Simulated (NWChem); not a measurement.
# CaF (SMILES [F][Ca]) at 4 levels

We compute a comparison of 4 runs (U-wB97X/def2-TZVPP, UB2PLYP/def2-TZVPP, UCAM-B3LYP/def2-TZVPP, UMP3/def2-TZVPP) of CaF. 

The results are computed with NWChem 7.3.0.

## 1. The structure to begin with

CaF: 2 atoms, total charge 0, spin state doublet. As SMILES, `[F][Ca]`. Geometry: relaxed at PBE0-D4/def2-TZVP.

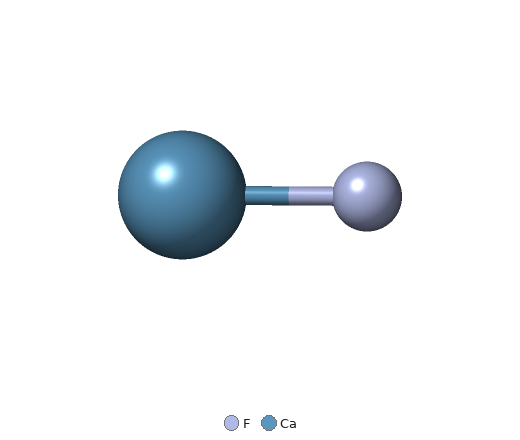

The structure, seen from a chosen angle (fluorine light blue, calcium blue).

## 2. Energy and gradient at U-wB97X/def2-TZVPP (run 1)

Input file run.py:

```python
from ase import Atoms
from ase.calculators.nwchem import NWChem

mol = Atoms(['F', 'Ca'], positions=[
    [0.000000, -0.000000, -0.048360],
    [-0.000000, 0.000000, 1.901310],
])

calc = NWChem(
    label='calc',
    theory='dft',
    memory='2200 mb',
    basis='def2-TZVPP',
    basispar='spherical bse',
    dft={'xc': 'wb97x', 'mult': '2', 'grid': 'xfine', 'convergence': 'energy 1e-08', 'iterations': '100', 'mulliken': None, 'print': 'low'},
)
mol.calc = calc

forces = mol.get_forces()
e = mol.get_potential_energy()
print(f"E = {e:.6f} eV")
print("forces (eV/A):")
for s, f in zip(mol.symbols, forces):
    print(f"{s:2s} {f[0]:10.5f} {f[1]:10.5f} {f[2]:10.5f}")
```

Launch:

```
$ export ASE_NWCHEM_COMMAND="nwchem PREFIX.nwi > PREFIX.nwo"
$ python run.py
```

Standard output:

```text
E = -21156.931032 eV
forces (eV/A):
F     0.00000    0.00000   -0.28082
Ca   -0.00000   -0.00000    0.28082
```

The calculator wrote calc.nwi:

```
title "calc"

permanent_dir calc

scratch_dir calc

start calc

geometry units angstrom nocenter noautosym noautoz
  F  0.0000000000000000e+00 -0.0000000000000000e+00 -4.8360000000000000e-02
  Ca -0.0000000000000000e+00 0.0000000000000000e+00 1.9013100000000001e+00
end

memory 2200 mb

basis spherical bse noprint
   * library def2-TZVPP
end

dft
  xc wb97x
  mult 2
  grid xfine
  convergence energy 1e-08
  iterations 100
  mulliken
  print low
end

task dft gradient
```

calc.nwo:

```text
Northwest Computational Chemistry Package (NWChem) 7.3.0
             --------------------------------------------------------

           Job information
           ---------------

    nwchem branch   = 7.3.0
    use scalapack   = T
    input           = calc.nwi
    prefix          = calc.
    data base       = calc/calc.db
    status          = startup
    nproc           =        1

           Memory information
           ------------------

[... 5 lines left out ...]
    hardfail = no
[... 34 lines left out ...]
            Nuclear Dipole moment (a.u.)
[... 68 lines left out ...]
         Total DFT energy =     -777.502881080404
[... 1 line left out ...]
           Coulomb energy =      385.948941641876
[... 1 line left out ...]
 Nuclear repulsion energy =       48.855398513567
[... 46 lines left out ...]
  int_init: cando_txs set to always be  F
  intd_init: cando_txs set to always be  F
  int_init: cando_txs set to always be  F
  intd_init: cando_txs set to always be  F

                         DFT ENERGY GRADIENTS

    atom               coordinates                        gradient
                 x          y          z           x          y          z
   1 F       0.000000   0.000000  -0.091387   -0.000000  -0.000000   0.005461
   2 Ca      0.000000   0.000000   3.592955    0.000000   0.000000  -0.005461

 Task  times  cpu:       26.1s     wall:       26.1s
 Total times  cpu:       26.1s     wall:       26.1s
```

Run time: 27 s. Hardware: 1 thread of Intel Xeon 6975P-C (Granite Rapids), shared host; peak memory 0.12 GiB.

## 3. A single-point energy at UB2PLYP/def2-TZVPP (run 2)

Input file job.nw:

```
start job
title "CaF"
memory 2200 mb
geometry units bohr noautosym nocenter noautoz
F    0.00000000   0.00000000  -0.09138716
Ca   0.00000000   0.00000000   3.59295518
end
basis spherical bse
* library def2-TZVPP
end
dft
xc hfexch 0.53 becke88 0.47 lyp 0.73 mp2 0.27
dftmp2 semidirect
mult 2
grid xfine
convergence energy 1e-08
iterations 100
mulliken
end
mp2
freeze core 6
end
task dft energy
```

Launch:

```
$ nwchem job.nw > job.out
```

Standard output:

```text
[...]
          Wavefunction type:  spin polarized.
          No. of atoms     :     2
          No. of electrons :    29
[...]
          Charge           :     0
          Spin multiplicity:     2
[...]
          AO basis - number of functions:    67
[...]
              XC Information
              --------------
                     Hartree-Fock (Exact) Exchange  0.530
                    Becke 1988 Exchange Functional  0.470
              Lee-Yang-Parr Correlation Functional  0.730
[...]
 d= 0,ls=0.0,diis     1   -777.0795331038 -8.26D+02  8.18D-03  2.09D-01     1.1
[...]
 d= 0,ls=0.0,diis    11   -777.1815604402 -7.78D-09  2.88D-07  2.88D-11     9.6
[...]
         Total DFT energy =     -777.181560440191
      One electron energy =    -1165.726294309602
           Coulomb energy =      386.005595067541
    Exchange-Corr. energy =      -46.316256106953
 Nuclear repulsion energy =       48.855394908824
[...]
      Total Density - Mulliken Population Analysis
     ---------------------------------------------
    Atom       Charge   Shell Charges
 -----------   ------   -------------------------------------------------------
    1 F    9     9.69   0.77  1.20  0.61  0.96  0.44  2.26  2.17  1.28  0.00  0.00  0.00
    2 Ca  20    19.31   2.00  2.00  1.17  0.80  0.51  0.38  5.99  4.72  1.29  0.15  0.05  0.04  0.15  0.06
[...]
      <S2> =      0.7501 (Exact =     0.7500)
[...]
  Basis functions       =     67
[...]
```

Run time: 12 s. Hardware: 1 thread of Intel Xeon 6975P-C (Granite Rapids), shared host; peak memory 0.14 GiB.

## 4. Energy and gradient at UCAM-B3LYP/def2-TZVPP (run 3)

Input file input.nw:

```
START input
TITLE "CaF CAM-B3LYP"
memory stack 880 mb heap 220 mb global 1100 mb
charge 0

GEOMETRY units angstrom noautosym nocenter noautoz
 F     0.000000    0.000000   -0.048360
 Ca    0.000000    0.000000    1.901310
END

BASIS spherical bse
 * library def2-TZVPP
END

DFT
 xc xcamb88 1.00 lyp 0.81 vwn_5 0.19 hfexch 1.00
 cam 0.33 cam_alpha 0.19 cam_beta 0.46
 mult 2
 grid xfine
 convergence energy 1e-08
 direct
 iterations 100
 mulliken
 noprint "final vectors analysis"
END

TASK dft gradient
```

Launch:

```
$ nwchem input.nw > input.out
```

Standard output:

```text
[...]
          Wavefunction type:  spin polarized.
          No. of atoms     :     2
          No. of electrons :    29
[...]
          Charge           :     0
          Spin multiplicity:     2
[...]
          AO basis - number of functions:    67
[...]
              XC Information
              --------------
                     Hartree-Fock (Exact) Exchange  1.000
                   CAM-Becke88 Exchange Functional  1.000
                      VWN V Correlation Functional  0.190 local
              Lee-Yang-Parr Correlation Functional  0.810
[...]
 d= 0,ls=0.0,diis     1   -777.4181246200 -8.26D+02  9.24D-03  2.55D-01     1.4
[...]
 d= 0,ls=0.0,diis    12   -777.5380862213 -1.21D-10  2.20D-07  2.15D-11    16.3
[...]
         Total DFT energy =     -777.538086221324
      One electron energy =    -1165.752465135668
           Coulomb energy =      386.005723168212
    Exchange-Corr. energy =      -46.646742767435
 Nuclear repulsion energy =       48.855398513567
[...]
      Total Density - Mulliken Population Analysis
     ---------------------------------------------
    Atom       Charge   Shell Charges
 -----------   ------   -------------------------------------------------------
    1 F    9     9.64   0.77  1.20  0.62  0.93  0.45  2.28  2.08  1.29  0.00  0.00  0.00
    2 Ca  20    19.36   2.00  2.00  1.17  0.80  0.55  0.36  5.98  4.72  1.28  0.16  0.04  0.05  0.17  0.07
[...]
      <S2> =      0.7501 (Exact =     0.7500)
[...]
  wavefunction    = open shell
[...]
                         DFT ENERGY GRADIENTS
    atom               coordinates                        gradient
                 x          y          z           x          y          z
   1 F       0.000000   0.000000  -0.091387   -0.000000  -0.000000   0.002833
   2 Ca      0.000000   0.000000   3.592955    0.000000   0.000000  -0.002833
[...]
```

Run time: 22 s. Hardware: 1 thread of Intel Xeon 6975P-C (Granite Rapids), shared host; peak memory 0.12 GiB.

## 5. The energy at UMP3/def2-TZVPP (run 4)

Input file nw.nw:

```
start nw
title "CaF"
memory total 2200 mb
charge 0

geometry units angstrom noautosym nocenter noautoz
  F      0.000000     0.000000    -0.048360
  Ca     0.000000     0.000000     1.901310
end

basis spherical bse
  F library def2-TZVPP
  Ca library def2-TZVPP
end

scf
  nopen 1
  uhf
  thresh 1e-08
  maxiter 80
end

tce
  scf
  mbpt3
  freeze core 6
  maxiter 60
end

task tce energy
```

Launch:

```
$ nwchem nw.nw > nw.out
```

Standard output:

```text
[...]
  functions       =    67
[...]
  wavefunction    = UHF
[...]
         Total SCF energy =   -776.306504648017
      One electron energy =  -1165.482058830104
      Two electron energy =    340.320155668520
 Nuclear repulsion energy =     48.855398513567
                       Sz =      0.5000
                 Sz(Sz+1) =      0.7500
                      S^2 =      0.7503
[...]
         Wavefunction type : Unrestricted Hartree-Fock
          No. of electrons :    29
[...]
         Spin multiplicity : doublet
[...]
```

It took 14 s on 1 thread of Intel Xeon 6975P-C (Granite Rapids), shared host; peak memory 0.6 GiB.

## 6. The series

```
run                  level      task  frozen core orbitals  energy (Eh)   ⟨S²⟩  wall time
  1     U-wB97X/def2-TZVPP  gradient                     –  -777.502881  0.750       27 s
  2     UB2PLYP/def2-TZVPP    energy                     6  -777.328400  0.750       12 s
  3  UCAM-B3LYP/def2-TZVPP  gradient                     –  -777.538086  0.750       22 s
  4        UMP3/def2-TZVPP    energy                     6  -776.767185  0.750       14 s
```

## 7. Results

| quantity | value |
| --- | --- |
| run 4: total energy | -776.76719 Eh |
| run 4: HOMO energy (Hartree–Fock orbitals) (highest over α and β) | -5.72 eV |
| run 4: LUMO energy (Hartree–Fock orbitals) (lowest over α and β) | 0.13 eV |
| run 4: correlation energy (6 core orbitals frozen) | -460.7 mEh |
| run 4: ⟨S²⟩ of the reference determinant | 0.750 |

**Reading.** Totals of different functionals can't be ranked against each other. All runs together took 75 s, the longest 27 s.
